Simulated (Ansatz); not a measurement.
Three curves of one kind of scan: energy against volume (even scaling of the relaxed cell, symmetry kept). These are r2SCAN (plane waves to 500 eV, PAW, scalar-relativistic; Ansatz, a first-principles code) values and carry that method's errors. Each is measured from its own zero (the relaxed starting cell). 

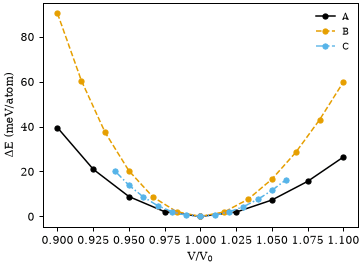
Figure: Curves A, B and C.

```json
[
 {"V/V₀": "0.940", "ΔE (meV/atom)": "20"},
 {"V/V₀": "0.960", "ΔE (meV/atom)": "9"},
 {"V/V₀": "0.980", "ΔE (meV/atom)": "2"},
 {"V/V₀": "1.000", "ΔE (meV/atom)": "0"},
 {"V/V₀": "1.020", "ΔE (meV/atom)": "2"},
 {"V/V₀": "1.040", "ΔE (meV/atom)": "8"},
 {"V/V₀": "1.060", "ΔE (meV/atom)": "16"}
]
```

Task: Which curve does this table belong to?

Result: Curve C, which is LaTl (CsCl type). The others: A is CsHgCl$_{3}$ (cubic perovskite); B is Ga₂Pt (fluorite type, space group Fm-3m).

All were relaxed with their symmetry unable to fall. At this level the bands of CsHgCl3 touch or barely overlap. Ga2Pt is run without spin polarisation. LaTl is run without spin polarisation. Spin-orbit coupling is left out. This is a high-temperature form of Ga2Pt.

(Under strain, the slope of the energy per volume gives the stress and its curvature an elastic modulus.)
